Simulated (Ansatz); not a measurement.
# WS2 (Tungstenite): spin-orbit coupling beyond the local functionals

Aim: the spin-orbit change of the gap of WS2 (Tungstenite).

Method: density functionals with and without spin-orbit coupling, plane waves, PAW, in Ansatz 0.2.0.

The database entry behind the starting cell differs from later determinations by our own check (an axis about 1.4 % long against later determinations), so it need not match the best structure at ambient conditions.

### 1. Starting point

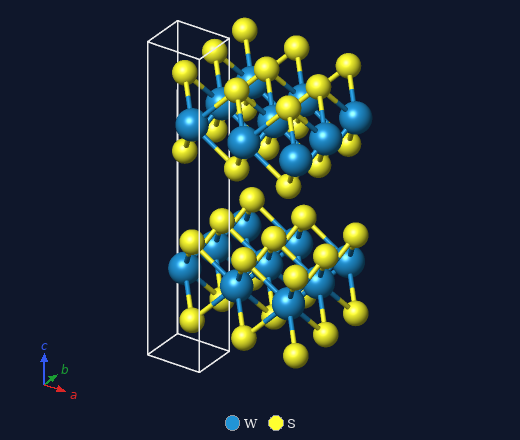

The starting structure, seen slightly off an axis (tungsten blue, sulfur yellow). 3×3×1 cells are drawn.

The cell and positions come from the Crystallography Open Database and are kept as given unless a step says otherwise. Spin-orbit coupling is left out unless a step names it. The default PAW set here is soft_2. Its files were made with PBE.

### 2. HSE06, 6×6×2 mesh

This step: DFT, HSE06, plane waves, PAW.

File input.yaml:

```yaml
crystal:
  lattice:
    - [3.18, 0.0, 0.0]
    - [-1.59, 2.753960784, 0.0]
    - [0.0, 0.0, 12.5]
  atoms:
    - { symbol: W, position: [0.3333333333, 0.6666666667, 0.25] }
    - { symbol: W, position: [0.6666666667, 0.3333333333, 0.75] }
    - { symbol: S, position: [0.3333333333, 0.6666666667, 0.625] }
    - { symbol: S, position: [0.6666666667, 0.3333333333, 0.125] }
    - { symbol: S, position: [0.3333333333, 0.6666666667, 0.875] }
    - { symbol: S, position: [0.6666666667, 0.3333333333, 0.375] }
kpoints:
  mp_grid: { grid: [6, 6, 2] }
  band_path:
    path:
      - [0.0, 0.0, 0.0]
      - [0.5, 0.0, 0.0]
      - [0.33333333, 0.33333333, 0.0]
      - [0.0, 0.0, 0.5]
      - [0.5, 0.0, 0.5]
      - [0.33333333, 0.33333333, 0.5]
      - [0.1666666667, 0.1666666667, 0.0]
    npoints: 1
hamiltonian:
  xc: hse06
scf:
  occupations: { method: fixed }
  n_extra_bands: 6
output:
  eigenvalues: true
```

Run with:

```sh
ansatz run input.yaml --threads 3 --pin off --max-ram 64512MiB --backend cuda --events-out ev --progress --plain --runs-dir out --devices 1 --max-vram 24GiB  # rebuilt from the run's record
```

Numbers of over 12 decimals in the logs are rounded to 6 here.

Output:

```text
scf.n_extra_bands = 6 over 26 filled bands (N_el = 52.0): the run solves 32 bands
GPUs: using 1 of 1 available (devices: 1).
Engine: ansatz 0.2.0, x86_64-unknown-linux-gnu
Pseudopotentials: kind: paw
Pseudopotential: W, paw, valence charge 14, recommended cutoff 420 eV (normal), W.paw.azcp
Pseudopotential: S, paw, valence charge 6, recommended cutoff 420 eV (normal), S.paw.azcp
Functional definition: HSE06
  parameter a = 0.25
  parameter omega = 0.11/bohr
  exchange = pbe_x - a*pbe_x_sr(omega) + a*exact_x_sr(omega)
  correlation = pbe_c
davidson cushion auto → on  (no smearing: the cushion is to keep the highest requested band from converging to the state above it; pin scf.eigensolver.cushion to override)
device memory: the entry about to start is reckoned to put 1.1 GiB on a device that reports 53.9 GiB free (of which the cap on the GPU budget leaves the run 24.0 GiB)
GPU FFT provider: cuFFT
GPU libraries: cuBLAS 13.8.2, cuFFT 12.4.0, cuSOLVER 12.3.4
Crystal: 6 atoms, lattice volume = 109.470 Å³
Basis set: ecut = 420 eV, 2129 PW (Γ)
Bands: 32, of which v1, the nominal top of the filled ones, is band 26 counted from 1 (25 counted from 0)
Symmetry: 24 space group operations
Space group: P63/mmc (ITA 194), of the structure as read, at distance tolerance 4.8e-5 Å
k-points: 14 of 72
Non-local potential: W, projectors of the file, l = 0: 3, l = 1: 2, l = 2: 2, l = 3: 1
Non-local potential: S, projectors of the file, l = 0: 2, l = 1: 2, l = 2: 2
PAW form: soft (Blöchl's): semilocal exchange-correlation on the pseudo side does not see the compensation charge
PAW frozen core: W, regenerated for the run's functional, and the local potential with it (the file was generated under x = pbe(κ = 0.804, μ = 0.219515), c = pbe(β = 0.066725))
PAW frozen core: S, regenerated for the run's functional, and the local potential with it (the file was generated under x = pbe(κ = 0.804, μ = 0.219515), c = pbe(β = 0.066725))
PAW one-centre angular grid: W, 590 points (default); XC on 64 Gauss nodes
PAW one-centre angular grid: S, 110 points (default); XC on 64 Gauss nodes
Initial density: superposition of atomic densities (neutral atoms: chi_scale 0, normalization atom), corrected by the library's trained network
Initial wavefunctions: pseudopotential atomic-orbital guess
GPU buffer pool allocated for 51840 grid points (all kernels)
GPU transforms: local potential and band sums: pruned to the plane-wave sphere, on 24×24×90
Functional: x = pbe(κ = 0.804, μ = 0.219515), c = pbe(β = 0.066725), warm-up for x = pbe(κ = 0.804, μ = 0.219515) + 0.25 (exact − pbe) at short range (hse, ω = 0.207870 Å⁻¹), c = pbe(β = 0.066725); HSE06 as pw.x's `hse` composes it (authors' and Libxc's form: `xc: wpbeh`)
[...]
Frozen-core exchange: fock
SCF iter   1: F=—  HF=-24386.871162 eV  |F-HF|=—  |Δ(HF+E_count)|=         —  Δρ=4.92e-5  dr2=1.27e-6  ethr=1.76e-7  ⟨swp⟩=3.1  Hψ=1188  notcnv=0
preconditioner: auto → none  [insulator: Δε(μ)=1.577 eV  Ē_g=9.793 eV  n_scr=26 (ndim 8)  ℏωp=21.3 eV  f_vac=0.022]
iter 2 solved again at ethr=1.88e-10 eV; its pass at ethr=2.26e-9 eV (dr2=9.80e-8 eV) is discarded
SCF iter   2: F=—  HF=-24386.871161 eV  |F-HF|=—  |Δ(HF+E_count)|=   4.90e-7  Δρ=1.67e-5  dr2=1.68e-7  ethr=1.88e-10  ⟨swp⟩=2.1  Hψ=2309  notcnv=0
SCF iter   3: F=-24386.871162 eV  HF=-24386.871162 eV  |F-HF|=1.46e-8  |Δ(HF+E_count)|=   7.92e-7  Δρ=5.59e-6  dr2=2.70e-8  ethr=1.88e-10  ⟨swp⟩=4.1  Hψ=1375  notcnv=0
SCF 3 converged in 3 iterations: F = -24386.871162 eV  dr2 = 2.70e-8
[...]
hybrid outer 2: dexx = +1.174e-6 eV, tail = 6.43e-8 eV, Δε = 1.07e-3 eV (about 5.95e-5 eV left of the loop's levels)
device memory: the entry about to start is reckoned to put 0.7 GiB on a device that reports 65.0 GiB free (of which the cap on the GPU budget leaves the run 24.0 GiB)
NSCF: frozen V_eff on 7 k-points
hybrid SCF converged: 2 outer / 10 inner (+5 warm-up), last move |dexx| = 1.17e-6 eV, tail = 6.43e-8 eV
Stability not checked: this state was not tested for a lower state beside it, because the functional holds exact exchange (a hybrid, or Hartree-Fock), whose exchange loop this test does not read (fock_operator; see scf.lower_state_search)
Free energy (F): -24386.871162 eV
Frozen-core exchange: fock
Harris-Foulkes:  -24386.871162 eV  (|F-HF|=1.46e-8)
Internal energy: -24386.871162 eV  (E = F + TS)
E sigma→0 (E₀):  -24386.871162 eV
Fermi energy:    10.936866 eV
--- Per-component energies (eV) ---
  E_band       = -484.861725
  E_kinetic    = 1327.657748
  E_local      = -3624.175357  (includes V_loc(G=0)·N_el)
  E_nonlocal   = 115.828937
  E_hartree    = 1439.479122
  E_xc         = -737.698149
  E_vxc        = -661.601846  (∫ρ·V_xc dr)
  E_exx        = -126.564656  (= α·E_x^exact, valence–valence)
  E_paw        = -19587.416504  (= ΣΔE_a)
  E_vpaw       = -268.404504  (= ΣTr[D̂ρ^β])
  E_aug_tail   = -0.000117  (compensation charges beyond the density's cutoff)
  E_ewald      = -3187.763116
  E_core_change = -6.219070  (= ΣΔE_core)
  E_smearing   = -0.000000  (= −TS)
  E_closure    = -0.000000  (closes the sum)
  Σ components = -24386.871162   (vs F -24386.871162, Δ=0.00e0)
--- Band table (eV; the first three rows and the last of 14) ---
  k-point 0: bands = [... 22 lower, 8.4101, 9.0526, 9.7502, 10.9369, 13.8776, 13.8776, 13.8864, 13.8864, ... 2 higher]
  k-point 1: bands = [... 22 lower, 8.3856, 8.3856, 10.5873, 10.5873, 13.8710, 13.8710, 13.8710, 13.8710, ... 2 higher]
  k-point 2: bands = [... 22 lower, 8.2808, 9.1472, 9.6303, 10.0433, 13.1020, 13.5460, 13.7367, 13.7606, ... 2 higher]
  k-point 13: bands = [... 22 lower, 7.4380, 7.4380, 10.2498, 10.2498, 12.5649, 12.5649, 14.3289, 14.3289, ... 2 higher]
```

Run time: 30 s. Hardware: 1 × NVIDIA H100 80GB HBM3 (shared by 3 runs) with 3 threads of AMD EPYC 7R13 (Zen 3), shared host; peak memory 1.3 GiB; 41 s of CPU time.

Reading the cycles: dr2 is the Hartree energy of the density residual (eV), the measure of convergence; HF is the Harris–Foulkes estimate of the energy, which meets the free energy F at convergence.

Numbers from this step:

```
gap                     : 1.578 eV
valence top at          : Γ
conduction bottom at    : k = (0.167, 0.167, 0.000)
least direct gap        : 2.218 eV
exact-exchange fraction : 0.25
```

The gap is indirect, with the least direct gap 0.64 eV higher.

### 3. HSE06+SOC, 6×6×2 mesh

Spin-orbit coupling can split or shift the edges; a non-collinear run measures by how much.

This step: DFT, HSE06 with spin-orbit coupling, plane waves, PAW.

input.yaml, as its differences from that of step 2:

```diff
@@ -28,4 +28,11 @@
   occupations: { method: fixed }
-  n_extra_bands: 6
+  n_extra_bands: 12
+magnetization:
+  noncollinear: true
+  spin_orbit: true
 output:
   eigenvalues: true
+  write_density: true
+  write_potential: true
+  elf: true
+  volumetric_format: npy
```

Output:

```text
[...]
GPUs: using 1 of 1 available (devices: 1).
[...]
non-collinear run that drives no moment, with spin-orbit: no starting moment large enough to seed its density (crystal.atoms[].spin), no starting occupations that ask for one, no magnetisation constraint and no magnetic field, so the semilocal B_xc is pinned to zero
[...]
GPU FFT provider: cuFFT
GPU libraries: cuBLAS 13.8.2, cuFFT 12.4.0, cuSOLVER 12.3.4
Crystal: 6 atoms, lattice volume = 109.470 Å³
Basis set: ecut = 420 eV, 2129 PW (Γ)
Bands: 64, of which v1, the nominal top of the filled ones, is band 52 counted from 1 (51 counted from 0)
Symmetry: 24 space group operations + 24 with time reversal
[...]
k-points: 14 of 72
Projection manifold: j_resolved (fully-relativistic pseudo-atomic orbitals)
[...]
GPU buffer pool allocated for 51840 grid points (all kernels)
[...]
SCF iter   1: F=—  HF=-24432.747916 eV  |F-HF|=—  |Δ(HF+E_count)|=         —  Δρ=4.17e-2  dr2=2.68e0  dr2_m=0.00e0 (ungated)  ethr=1.00e-1  |M|=0.00e0 ∫|m|=0.00e0 μB  |m|>n=0.0e0 m-floor=0.0e0 τ_xc=0.0e0  β_m=0.30  ⟨swp⟩=3.6  Hψ=3445  notcnv=0
[...]
SCF iter   6: F=-24431.999281 eV  HF=-24431.999312 eV  |F-HF|=3.08e-5  |Δ(HF+E_count)|=   2.13e-4  Δρ=3.53e-4  dr2=8.76e-5  dr2_m=0.00e0 (ungated)  ethr=2.47e-6  |M|=0.00e0 ∫|m|=0.00e0 μB  |m|>n=0.0e0 m-floor=0.0e0 τ_xc=0.0e0  ⟨swp⟩=3.2  Hψ=2491  notcnv=0
SCF 1 stopped early in 6 iterations: F = -24431.999281 eV  dr2 = 8.76e-5
[...]
GPU FFT provider: cuFFT
GPU libraries: cuBLAS 13.8.2, cuFFT 12.4.0, cuSOLVER 12.3.4
Projection manifold: j_resolved (fully-relativistic pseudo-atomic orbitals)
[...]
GPU buffer pool allocated for 51840 grid points (all kernels)
[...]
Frozen-core exchange: fock
SCF iter   1: F=—  HF=-24398.838578 eV  |F-HF|=—  |Δ(HF+E_count)|=         —  Δρ=6.95e-3  dr2=9.21e-2  dr2_m=0.00e0 (ungated)  ethr=1.68e-6  |M|=0.00e0 ∫|m|=0.00e0 μB  |m|>n=0.0e0 m-floor=0.0e0 τ_xc=0.0e0  β_m=0.30  ⟨swp⟩=6.6  Hψ=4674  notcnv=0
[...]
SCF iter   6: F=-24398.825693 eV  HF=-24398.825699 eV  |F-HF|=6.34e-6  |Δ(HF+E_count)|=   7.16e-6  Δρ=5.54e-5  dr2=7.97e-6  dr2_m=0.00e0 (ungated)  ethr=4.01e-8  |M|=0.00e0 ∫|m|=0.00e0 μB  |m|>n=0.0e0 m-floor=0.0e0 τ_xc=0.0e0  ⟨swp⟩=3.1  Hψ=2429  notcnv=0
SCF 2 stopped early in 6 iterations: F = -24398.825693 eV  dr2 = 7.97e-6
hybrid outer 1: dexx = +1.593e-2 eV, tail = 3.67e-5 eV
GPU FFT provider: cuFFT
GPU libraries: cuBLAS 13.8.2, cuFFT 12.4.0, cuSOLVER 12.3.4
Projection manifold: j_resolved (fully-relativistic pseudo-atomic orbitals)
GPU buffer pool allocated for 51840 grid points (all kernels)
[...]
Frozen-core exchange: fock
SCF iter   1: F=—  HF=-24398.825678 eV  |F-HF|=—  |Δ(HF+E_count)|=         —  Δρ=7.32e-5  dr2=9.54e-6  dr2_m=0.00e0 (ungated)  ethr=3.53e-7  |M|=0.00e0 ∫|m|=0.00e0 μB  |m|>n=0.0e0 m-floor=0.0e0 τ_xc=0.0e0  β_m=0.30  ⟨swp⟩=2.4  Hψ=1991  notcnv=0
[...]
SCF iter   5: F=-24398.825677 eV  HF=-24398.825677 eV  |F-HF|=6.00e-10  |Δ(HF+E_count)|=   1.38e-8  Δρ=6.08e-7  dr2=9.85e-9  dr2_m=0.00e0 (ungated)  ethr=1.48e-10  |M|=0.00e0 ∫|m|=0.00e0 μB  |m|>n=0.0e0 m-floor=0.0e0 τ_xc=0.0e0  ⟨swp⟩=3.1  Hψ=2296  notcnv=0
SCF 3 converged in 5 iterations: F = -24398.825677 eV  dr2 = 9.85e-9
[...]
the search or the solves at the SCF's close seem to have found levels that the self-consistency loop had missed (the run counts 4). By its estimate they hold under 1e-12 electrons; where the run keeps them, the occupations were computed again with them
[...]
NSCF: frozen V_eff on 7 k-points
[...]
Magnetization: |M| = 0.0000 μB,  M = (+0.0000, +0.0000, +0.0000) μB
Absolute magnetization: 0.0000 μB (∫|m|)
  site 0: m = (+0.0000, +0.0000, +0.0000) μB, |m| = 0.0000 μB  (R = 0.99 Å)
  site 1: m = (+0.0000, +0.0000, +0.0000) μB, |m| = 0.0000 μB  (R = 0.99 Å)
  site 2: m = (+0.0000, +0.0000, +0.0000) μB, |m| = 0.0000 μB  (R = 0.99 Å)
  site 3: m = (+0.0000, +0.0000, +0.0000) μB, |m| = 0.0000 μB  (R = 0.99 Å)
  site 4: m = (+0.0000, +0.0000, +0.0000) μB, |m| = 0.0000 μB  (R = 0.99 Å)
  site 5: m = (+0.0000, +0.0000, +0.0000) μB, |m| = 0.0000 μB  (R = 0.99 Å)
Free energy (F): -24398.825678 eV
Frozen-core exchange: fock
[...]
Internal energy: -24398.825678 eV  (E = F + TS)
E sigma→0 (E₀):  -24398.825678 eV
Fermi energy:    10.962474 eV
[...]
--- Band table (eV; the first three rows and the last of 14) ---
  k-point 0: bands = [... 48 lower, 9.7957, 9.7957, 10.9625, 10.9625, 13.7444, 13.7444, 13.7863, 13.7863, ... 8 higher]
  k-point 1: bands = [... 48 lower, 10.6133, 10.6133, 10.6133, 10.6133, 13.7919, 13.7919, 13.7919, 13.7919, ... 8 higher]
  k-point 2: bands = [... 48 lower, 9.6576, 9.6576, 10.0661, 10.0661, 13.0577, 13.0577, 13.4945, 13.4945, ... 8 higher]
  k-point 13: bands = [... 48 lower, 10.0110, 10.0110, 10.5165, 10.5165, 12.5463, 12.5463, 12.5479, 12.5479, ... 8 higher]
```

Wall time 73 s (1 × NVIDIA H100 80GB HBM3 (shared by 3 runs) with 3 threads); peak memory 2.1 GiB; 2.5 min of CPU time.

Numbers from this step:

```yaml
gap: 1.519 eV
valence_top_at: Γ
conduction_bottom_at: k = (0.167, 0.167, 0.000)
least_direct_gap: 2.001 eV
exact_exchange_fraction: 0.25
```

The gap stands −0.06 eV against HSE06.

### 4. Together

Times are wall times on 1 × NVIDIA H100 80GB HBM3 (shared by 3 runs) with 3 threads of AMD EPYC 7R13 (Zen 3), shared host, good to a factor of about two.

```csv
level,gap (eV),with coupling (eV),change (eV),time,with coupling
HSE06,1.58,1.52,−0.06,30 s,73 s
```

### 5. Results

```
HSE06     : 1.58 eV
HSE06+SOC : 1.52 eV
```

In words: Spin-orbit coupling changes the gap by −0.06 eV and the least direct gap by −0.22 eV.

[Paths, hosts, dates, memory and timing lines, banners, echoed tables and standing remarks are left out of the program output.]

[Logs are printed without paths, hosts, clocks, repeated set-up lines and the standing remarks that a program may print on its own settings, such as how far it seeks lower states.]

[Runs of the session that timed out or met a known fault of the program may be left out.]

[Cells called generated may have been cut or substituted from an entry of the Crystallography Open Database or the Materials Project.]

[Hosts, paths, dates, database ids (printed as entryN), source tags and the programs' standing remarks are cut or masked in the printed files.]
